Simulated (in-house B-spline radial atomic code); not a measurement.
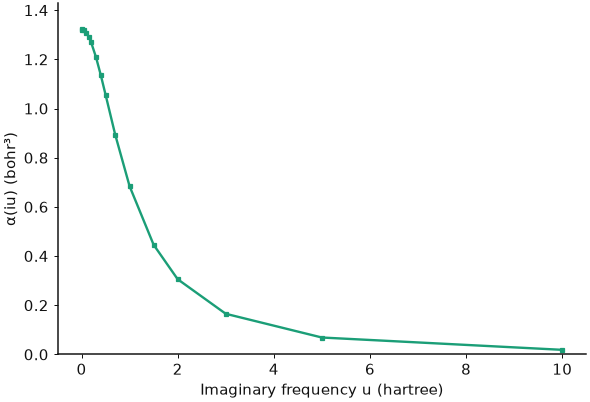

Dipole polarisability at imaginary frequency of the He atom, 1s². Relativistic RPA on Dirac–Hartree–Fock, no-pair Dirac–Coulomb, finite nucleus, computed with a B-spline radial code.

Question: Give the static polarisability, its fall-off and C₆.

Answer: The static dipole polarisability is 1.32 bohr³ (the recommended value is 1.38); α(iu) falls to half of it near u = 1.0 hartree. The Casimir–Polder integral gives C₆ = 1.38 hartree bohr⁶ for two such species.
